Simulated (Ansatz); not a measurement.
# Geometry relaxation, with input and output: C4H14OSi2 (part 3 of 3)

The same run, continued: C4H14OSi2, SMILES C[SiH](C)O[SiH](C)C; RKS PBE0-D4/def2-TZVP (Ansatz 0.2.0). The geometry: PBE-D4/def2-SVP start.

Geometry of the input (Å):
```
C  0.6563  0.9638  2.1420
Si 0.7059  -0.6297  1.1365
C  0.4658  -2.1347  2.2348
O  -0.5288  -0.6263  -0.0020
Si -1.0230  0.0626  -1.4526
C  -1.1593  1.9347  -1.2699
C  0.1832  -0.3921  -2.8265
H  1.4588  0.9733  2.9088
H  0.7942  1.8543  1.4954
H  -0.3175  1.0679  2.6635
H  2.0357  -0.7228  0.4218
H  -0.5052  -2.0788  2.7681
H  0.4739  -3.0676  1.6359
H  1.2731  -2.2044  2.9929
H  -2.3815  -0.5145  -1.7545
H  -1.8258  2.2036  -0.4252
H  -0.1656  2.3922  -1.0824
H  -1.5752  2.3931  -2.1912
H  1.1925  0.0223  -2.6242
H  0.2789  -1.4928  -2.9208
H  -0.1609  0.0062  -3.8037
```

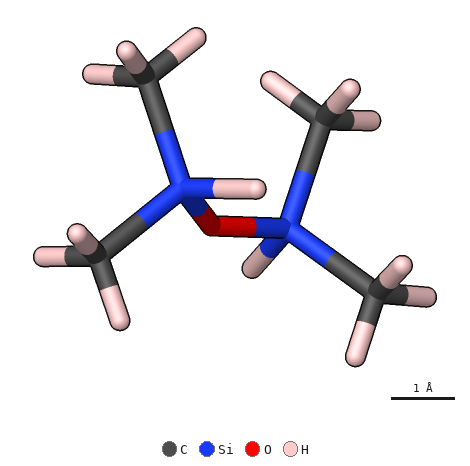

**Figure 1.** The geometry at step 21 of the log (stick view, seen at a tilt).

Trajectory as extended XYZ, continued:
```
21
Properties=species:S:1:pos:R:3:forces:R:3 step=16 energy=-22172.00965
C     0.5441    0.9547    2.2254   -0.0158  -0.0030  -0.0115
Si    0.6857   -0.5568    1.1410    0.0081   0.0033   0.0171
C     0.5375   -2.1240    2.1340   -0.0141   0.0024  -0.0101
O    -0.5024   -0.5478    0.0124   -0.0011  -0.0044   0.0009
Si   -1.0067    0.0869   -1.4125    0.0031   0.0137  -0.0146
C    -1.0424    1.9507   -1.3119    0.0074  -0.0105   0.0103
C     0.1077   -0.4821   -2.7951    0.0069  -0.0082   0.0126
H     1.3335    0.9648    2.9822   -0.0019  -0.0006   0.0002
H     0.6318    1.8725    1.6376   -0.0024  -0.0170   0.0090
H    -0.4203    0.9743    2.7416    0.0218  -0.0006  -0.0111
H     2.0095   -0.5294    0.4458   -0.0130   0.0006   0.0064
H    -0.4288   -2.1686    2.6448    0.0214   0.0003  -0.0108
H     0.6209   -3.0030    1.4897   -0.0023   0.0172   0.0107
H     1.3252   -2.1820    2.8901   -0.0022  -0.0002  -0.0003
H    -2.3881   -0.4225   -1.6410    0.0100   0.0045   0.0016
H    -1.6667    2.2871   -0.4799    0.0097  -0.0050  -0.0106
H    -0.0367    2.3578   -1.1696   -0.0157  -0.0064  -0.0014
H    -1.4489    2.3801   -2.2319    0.0002  -0.0007  -0.0003
H     1.1327   -0.1311   -2.6424   -0.0225  -0.0082  -0.0032
H     0.1291   -1.5735   -2.8561   -0.0001   0.0250   0.0018
H    -0.2412   -0.0974   -3.7577    0.0025  -0.0021   0.0034
21
Properties=species:S:1:pos:R:3:forces:R:3 step=17 energy=-22172.00974
C     0.5299    0.9544    2.2334   -0.0141  -0.0043  -0.0090
Si    0.6842   -0.5508    1.1423    0.0065   0.0031   0.0165
C     0.5485   -2.1237    2.1281   -0.0139   0.0027  -0.0106
O    -0.5039   -0.5466    0.0135   -0.0020  -0.0049   0.0004
Si   -1.0077    0.0889   -1.4113    0.0069   0.0149  -0.0126
C    -1.0284    1.9531   -1.3152    0.0051  -0.0093   0.0103
C     0.0985   -0.4912   -2.7957    0.0105  -0.0120   0.0122
H     1.3182    0.9668    2.9913   -0.0016  -0.0004  -0.0002
H     0.6115    1.8754    1.6500   -0.0021  -0.0141   0.0072
H    -0.4352    0.9642    2.7482    0.0189   0.0001  -0.0095
H     2.0077   -0.5090    0.4475   -0.0109  -0.0008   0.0054
H    -0.4177   -2.1785    2.6380    0.0197   0.0007  -0.0100
H     0.6392   -2.9989    1.4797   -0.0019   0.0149   0.0098
H     1.3362   -2.1791    2.8844   -0.0011   0.0002  -0.0002
H    -2.3936   -0.4102   -1.6347    0.0087   0.0036   0.0011
H    -1.6480    2.2963   -0.4826    0.0084  -0.0038  -0.0097
H    -0.0192    2.3526   -1.1763   -0.0141  -0.0063  -0.0014
H    -1.4337    2.3833   -2.2353    0.0002  -0.0004   0.0001
H     1.1278   -0.1524   -2.6432   -0.0253  -0.0074  -0.0034
H     0.1074   -1.5828   -2.8581    0.0001   0.0262   0.0014
H    -0.2465   -0.1010   -3.7574    0.0020  -0.0027   0.0021
21
Properties=species:S:1:pos:R:3:forces:R:3 step=18 energy=-22172.00988
C     0.5057    0.9535    2.2471   -0.0086  -0.0055  -0.0047
Si    0.6815   -0.5407    1.1448    0.0040  -0.0014   0.0116
C     0.5670   -2.1231    2.1177   -0.0134   0.0028  -0.0084
O    -0.5060   -0.5440    0.0151   -0.0006  -0.0037   0.0008
Si   -1.0085    0.0931   -1.4096    0.0020   0.0090  -0.0082
C    -1.0045    1.9576   -1.3204    0.0059  -0.0065   0.0071
C     0.0830   -0.5072   -2.7968    0.0175  -0.0114   0.0102
H     1.2923    0.9703    3.0066   -0.0013   0.0001  -0.0009
H     0.5763    1.8797    1.6709   -0.0016  -0.0083   0.0042
H    -0.4602    0.9467    2.7602    0.0131   0.0004  -0.0071
H     2.0045   -0.4756    0.4512   -0.0078   0.0004   0.0044
H    -0.3988   -2.1954    2.6260    0.0157   0.0008  -0.0077
H     0.6701   -2.9914    1.4622   -0.0013   0.0115   0.0075
H     1.3544   -2.1741    2.8744    0.0000   0.0008  -0.0001
H    -2.4017   -0.3884   -1.6244    0.0060   0.0026   0.0008
H    -1.6161    2.3122   -0.4869    0.0064  -0.0042  -0.0081
H     0.0103    2.3444   -1.1872   -0.0111  -0.0042  -0.0011
H    -1.4078    2.3894   -2.2407    0.0007  -0.0002   0.0006
H     1.1183   -0.1859   -2.6472   -0.0262  -0.0065  -0.0046
H     0.0733   -1.5988   -2.8585   -0.0010   0.0265   0.0026
H    -0.2578   -0.1117   -3.7577    0.0014  -0.0030   0.0011
21
Properties=species:S:1:pos:R:3:forces:R:3 step=20 energy=-22172.01003
C     0.4596    0.9505    2.2728   -0.0081  -0.0034  -0.0045
Si    0.6753   -0.5224    1.1493    0.0052  -0.0031   0.0065
C     0.6011   -2.1217    2.0980   -0.0131   0.0006  -0.0065
O    -0.5106   -0.5396    0.0177    0.0028  -0.0015   0.0028
Si   -1.0099    0.1016   -1.4066   -0.0057   0.0068  -0.0091
C    -0.9577    1.9660   -1.3301    0.0084  -0.0058   0.0068
C     0.0533   -0.5364   -2.7988    0.0153  -0.0073   0.0089
H     1.2446    0.9770    3.0338   -0.0020  -0.0005  -0.0011
H     0.5072    1.8862    1.7096   -0.0016  -0.0095   0.0047
H    -0.5066    0.9116    2.7841    0.0144   0.0004  -0.0078
H     1.9974   -0.4130    0.4587   -0.0117   0.0008   0.0060
H    -0.3630   -2.2273    2.6036    0.0174   0.0016  -0.0085
H     0.7283   -2.9770    1.4297   -0.0023   0.0130   0.0084
H     1.3889   -2.1631    2.8552   -0.0015   0.0006  -0.0004
H    -2.4170   -0.3455   -1.6060    0.0092   0.0030   0.0014
H    -1.5558    2.3421   -0.4960    0.0072  -0.0059  -0.0086
H     0.0676    2.3272   -1.2047   -0.0135  -0.0038  -0.0006
H    -1.3546    2.4022   -2.2511    0.0014  -0.0012   0.0005
H     1.0974   -0.2395   -2.6609   -0.0222  -0.0058  -0.0041
H     0.0160   -1.6277   -2.8514   -0.0001   0.0228   0.0032
H    -0.2860   -0.1406   -3.7602    0.0005  -0.0019   0.0020
21
Properties=species:S:1:pos:R:3:forces:R:3 step=21 energy=-22172.01009
C     0.4486    0.9492    2.2786   -0.0085  -0.0016  -0.0067
Si    0.6734   -0.5184    1.1501    0.0040   0.0004   0.0075
C     0.6090   -2.1211    2.0935   -0.0091   0.0004  -0.0068
O    -0.5122   -0.5388    0.0181    0.0021  -0.0018   0.0037
Si   -1.0105    0.1037   -1.4060   -0.0010   0.0072  -0.0104
C    -0.9458    1.9678   -1.3322    0.0052  -0.0065   0.0061
C     0.0461   -0.5427   -2.7992    0.0046  -0.0038   0.0085
H     1.2337    0.9783    3.0393   -0.0016  -0.0006  -0.0005
H     0.4897    1.8870    1.7184   -0.0011  -0.0100   0.0053
H    -0.5171    0.9023    2.7901    0.0133   0.0005  -0.0066
H     1.9949   -0.3980    0.4602   -0.0103  -0.0006   0.0051
H    -0.3543   -2.2346    2.5985    0.0144   0.0018  -0.0073
H     0.7420   -2.9733    1.4224   -0.0022   0.0106   0.0076
H     1.3970   -2.1597    2.8506   -0.0019   0.0001  -0.0005
H    -2.4207   -0.3350   -1.6021    0.0088   0.0032   0.0014
H    -1.5420    2.3490   -0.4991    0.0058  -0.0038  -0.0068
H     0.0818    2.3222   -1.2065   -0.0115  -0.0037  -0.0006
H    -1.3390    2.4054   -2.2540    0.0011  -0.0009   0.0003
H     1.0913   -0.2483   -2.6665   -0.0130  -0.0035  -0.0019
H     0.0052   -1.6340   -2.8465    0.0007   0.0137   0.0015
H    -0.2956   -0.1505   -3.7611    0.0002  -0.0009   0.0012
21
Properties=species:S:1:pos:R:3:forces:R:3 step=22 energy=-22172.01016
C     0.4358    0.9476    2.2852   -0.0046  -0.0012  -0.0061
Si    0.6710   -0.5136    1.1511    0.0029   0.0017   0.0043
C     0.6183   -2.1202    2.0879   -0.0024   0.0019  -0.0035
O    -0.5142   -0.5379    0.0187    0.0000  -0.0014   0.0026
Si   -1.0109    0.1064   -1.4053    0.0008   0.0052  -0.0074
C    -0.9319    1.9697   -1.3343    0.0020  -0.0053   0.0018
C     0.0377   -0.5501   -2.7996   -0.0068   0.0013   0.0056
H     1.2212    0.9798    3.0455   -0.0005  -0.0002   0.0006
H     0.4693    1.8876    1.7285   -0.0002  -0.0062   0.0034
H    -0.5289    0.8915    2.7970    0.0063   0.0002  -0.0027
H     1.9913   -0.3810    0.4620   -0.0046  -0.0001   0.0023
H    -0.3440   -2.2428    2.5923    0.0052   0.0005  -0.0025
H     0.7576   -2.9687    1.4138   -0.0011   0.0046   0.0029
H     1.4063   -2.1557    2.8450   -0.0013  -0.0005  -0.0001
H    -2.4245   -0.3219   -1.5976    0.0046   0.0009   0.0005
H    -1.5269    2.3568   -0.5034    0.0021  -0.0009  -0.0022
H     0.0980    2.3160   -1.2066   -0.0045  -0.0010  -0.0003
H    -1.3193    2.4089   -2.2578    0.0005  -0.0006   0.0004
H     1.0837   -0.2572   -2.6740    0.0003  -0.0005   0.0004
H    -0.0061   -1.6411   -2.8397    0.0011   0.0011  -0.0005
H    -0.3082   -0.1632   -3.7621    0.0002   0.0004   0.0004
21
Properties=species:S:1:pos:R:3:forces:R:3 step=23 energy=-22172.01017
C     0.4267    0.9464    2.2901   -0.0011  -0.0006  -0.0028
Si    0.6696   -0.5100    1.1518    0.0001   0.0014   0.0029
C     0.6250   -2.1193    2.0839    0.0005   0.0009  -0.0016
O    -0.5154   -0.5371    0.0193   -0.0004  -0.0005   0.0015
Si   -1.0112    0.1082   -1.4047    0.0015   0.0005  -0.0038
C    -0.9221    1.9709   -1.3361   -0.0001  -0.0026  -0.0002
C     0.0314   -0.5555   -2.7996   -0.0038   0.0013   0.0027
H     1.2119    0.9805    3.0505   -0.0001   0.0000   0.0004
H     0.4553    1.8880    1.7363    0.0001  -0.0017   0.0013
H    -0.5376    0.8836    2.8017    0.0019  -0.0001  -0.0009
H     1.9891   -0.3682    0.4633   -0.0017  -0.0004   0.0009
H    -0.3366   -2.2482    2.5877    0.0013   0.0005  -0.0010
H     0.7688   -2.9650    1.4074   -0.0004   0.0010   0.0008
H     1.4131   -2.1530    2.8411   -0.0004  -0.0004   0.0000
H    -2.4270   -0.3134   -1.5943    0.0013   0.0012   0.0006
H    -1.5157    2.3624   -0.5064    0.0006   0.0000  -0.0005
H     0.1094    2.3118   -1.2081   -0.0013  -0.0006  -0.0001
H    -1.3063    2.4109   -2.2606    0.0001  -0.0002   0.0003
H     1.0787   -0.2660   -2.6776    0.0013  -0.0003   0.0003
H    -0.0162   -1.6465   -2.8368    0.0003   0.0000  -0.0004
H    -0.3157   -0.1700   -3.7623    0.0004   0.0005  -0.0003
21
Properties=species:S:1:pos:R:3:forces:R:3 step=24 energy=-22172.01018
C     0.4171    0.9454    2.2955    0.0001  -0.0008   0.0012
Si    0.6680   -0.5059    1.1530    0.0016  -0.0004  -0.0013
C     0.6325   -2.1184    2.0795   -0.0003   0.0002   0.0011
O    -0.5168   -0.5362    0.0202   -0.0009   0.0003   0.0002
Si   -1.0116    0.1098   -1.4039    0.0004   0.0013   0.0006
C    -0.9121    1.9719   -1.3384    0.0000   0.0008  -0.0001
C     0.0249   -0.5613   -2.7997    0.0003  -0.0018   0.0000
H     1.2018    0.9813    3.0563   -0.0001  -0.0001  -0.0001
H     0.4409    1.8890    1.7447    0.0000   0.0004  -0.0005
H    -0.5469    0.8760    2.8066   -0.0004   0.0002   0.0001
H     1.9866   -0.3548    0.4650   -0.0001   0.0002  -0.0002
H    -0.3284   -2.2544    2.5827    0.0000  -0.0003   0.0000
H     0.7810   -2.9610    1.4002   -0.0001   0.0003  -0.0004
H     1.4205   -2.1506    2.8368    0.0000   0.0001   0.0000
H    -2.4302   -0.3036   -1.5902    0.0006  -0.0010  -0.0005
H    -1.5036    2.3683   -0.5095    0.0002   0.0000   0.0000
H     0.1213    2.3072   -1.2108    0.0000   0.0000   0.0000
H    -1.2936    2.4126   -2.2637   -0.0001  -0.0002   0.0001
H     1.0740   -0.2770   -2.6800   -0.0013  -0.0004   0.0006
H    -0.0283   -1.6521   -2.8352    0.0000   0.0008  -0.0005
H    -0.3218   -0.1753   -3.7623    0.0002   0.0004  -0.0002
21
Properties=species:S:1:pos:R:3:forces:R:3 step=25 energy=-22172.01019
C     0.4091    0.9445    2.3003    0.0007   0.0004   0.0022
Si    0.6669   -0.5024    1.1538    0.0001  -0.0013  -0.0014
C     0.6388   -2.1176    2.0758   -0.0005  -0.0009   0.0008
O    -0.5179   -0.5352    0.0209   -0.0004   0.0015  -0.0005
Si   -1.0119    0.1113   -1.4033   -0.0011  -0.0019   0.0014
C    -0.9038    1.9730   -1.3405    0.0000   0.0018   0.0001
C     0.0193   -0.5665   -2.7996    0.0044  -0.0016  -0.0013
H     1.1933    0.9816    3.0616   -0.0002  -0.0001  -0.0003
H     0.4291    1.8896    1.7522   -0.0001   0.0009  -0.0006
H    -0.5548    0.8693    2.8108   -0.0004   0.0000  -0.0002
H     1.9848   -0.3431    0.4661    0.0000   0.0002   0.0000
H    -0.3216   -2.2594    2.5784    0.0004   0.0001  -0.0003
H     0.7912   -2.9575    1.3941    0.0001   0.0001  -0.0001
H     1.4268   -2.1483    2.8332    0.0002   0.0003  -0.0001
H    -2.4324   -0.2963   -1.5872   -0.0004   0.0001   0.0002
H    -1.4932    2.3735   -0.5120    0.0003  -0.0004  -0.0002
H     0.1311    2.3038   -1.2137   -0.0001  -0.0002   0.0000
H    -1.2836    2.4141   -2.2663   -0.0001  -0.0002   0.0000
H     1.0701   -0.2879   -2.6809   -0.0024  -0.0007  -0.0002
H    -0.0398   -1.6570   -2.8347   -0.0007   0.0021   0.0003
H    -0.3261   -0.1790   -3.7621    0.0001   0.0001   0.0001
```

Results in brief:

```csv
quantity,value
outcome,converged
total energy,−22172.0102 eV
mean-field energy,−22171.5723 eV
dispersion energy,−0.4379 eV
SCF solution under orbital rotations,stable
largest force (length of the vector) at the end,0.005 eV/Å
dipole moment,0.68 D
hardware,"2 CPU threads, shared host"
wall time,78 s (CPU time 90 s)
peak memory,0.96 GiB
```
